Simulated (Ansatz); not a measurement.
SrO (rock salt)

Space group Fm-3m (No. 225); a = b = c = 5.1950 Å, α = β = γ = 90.00°

```tsv
atom	site	symmetry	x	y	z
O	4a	m-3m	0.0000	0.0000	0.0000
Sr	4b	m-3m	0.5000	0.5000	0.5000
```
(The calculation used a cell of 2 atoms; values per cell refer to that cell.)

Equation-of-state scan: isotropic scaling of the cell above, V₀ being its volume. Symmetry pins the atoms to their sites.

Level of theory: PBE (plane waves to 420 eV, PAW, scalar-relativistic; Ansatz, a program for electronic structure). k mesh 11×11×11 (Γ-centred), Fermi-Dirac smearing 0.05 eV. The energy includes the smearing's −TS. Compression counts positive. SrO was relaxed with its symmetry unable to fall. ΔE is measured from the relaxed starting cell.

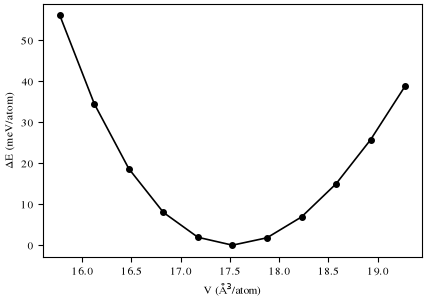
Fig. 1. ΔE (meV/atom) against V (Å³/atom); one marker a computed point.

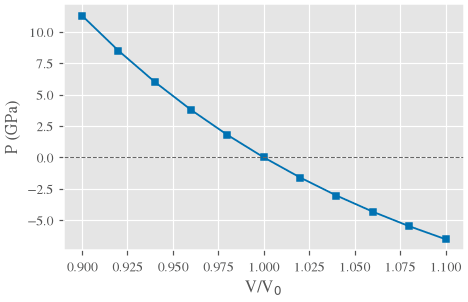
P (GPa) against V/V₀; one marker a computed point.

The bulk modulus B₀ (third-order Birch-Murnaghan fit) is 84.5 GPa and the pressure derivative B₀′ (fit) comes out as 4.5. The equilibrium volume of the fit is 17.53 Å³/atom and the pressure at the smallest volume is 11.3 GPa. The energy cost of the largest compression is 56.1 meV/atom.

Check by three points about V = 17.525 Å³/atom, step 0.351: d²E/dV² ≈ (1.9 − 2·0.0 + 1.8) meV / 0.351² = 0.0301 eV/Å⁶, and V·d²E/dV² × 160.2 = 84.6 GPa.

(A scan under strain: stresses follow from slopes of the energy per volume, elastic moduli from its curvatures.)
